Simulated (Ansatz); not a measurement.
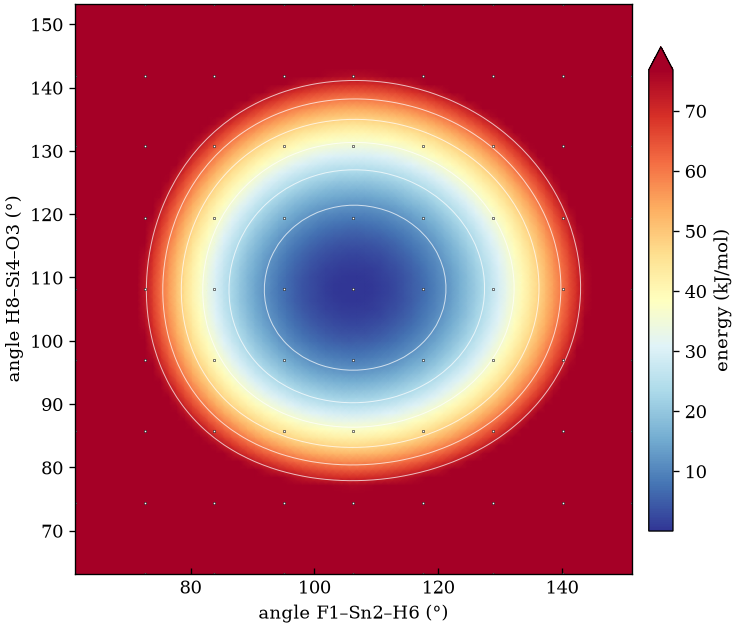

FH₅OSiSn, SMILES [F][SnH2][O][SiH3]. First axis: angle F1–Sn2–H6. Second axis: angle H8–Si4–O3. Nothing is relaxed (all other coordinates rigid). The scan uses a 9 × 9 grid. Points are written as (first, second). All energies are given in kJ/mol relative to the relaxed molecule at the same level. All numbers below come from RKS PBE-D4/def2-TZVP (Ansatz 0.2.0).

The picture shows a smooth colour map with a few white contour lines, dots at the grid points, one colour for all values above the top of the scale. Between grid points the surface is interpolated.

Question: Where is the minimum, and how stiff is the well along each coordinate?

Answer: The interpolated minimum is at angle F1–Sn2–H6 ≈ 106.3°, angle H8–Si4–O3 ≈ 108.2°. The curvatures there are about 3.7 eV/rad² and 4.8 eV/rad², with a cross term of about 0 eV/rad². Round the minimum the two coordinates are nearly uncoupled. (1 eV is 96.5 kJ/mol.)
